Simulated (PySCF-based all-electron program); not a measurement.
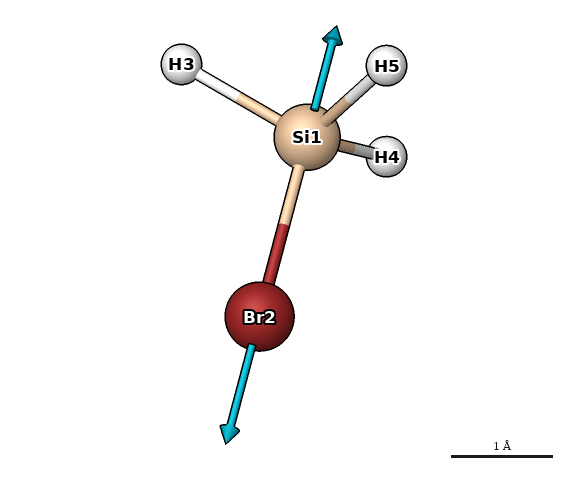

Arrows show the forces on the atoms, 0.2 Å of arrow for 1 eV/Å; forces under a tenth of the largest aren't drawn. Level of theory: PBEsol, all-electron, scalar-relativistic (Koelling-Harmon), large uncontracted Gaussian sets (PySCF-based all-electron program).

On which atom is the force largest, and how large is it?

Answer. On Br2: 5.56 eV/Å.

Which bond do the forces act along most?

Answer. Si1–Br2, now 1.989 Å: the forces push its atoms apart, so a first step downhill lengthens it.

List the force components in the frame of the picture (x right, y up, z towards the viewer), in eV/Å.

| atom | Fx | Fy | Fz |
| --- | --- | --- | --- |
| Si1 | 1.13 | 4.26 | −1.71 |
| Br2 | −1.33 | −5.01 | 2.02 |
| H3 | −0.11 | 0.29 | −0.12 |
| H4 | 0.15 | 0.17 | −0.24 |
| H5 | 0.15 | 0.29 | 0.05 |
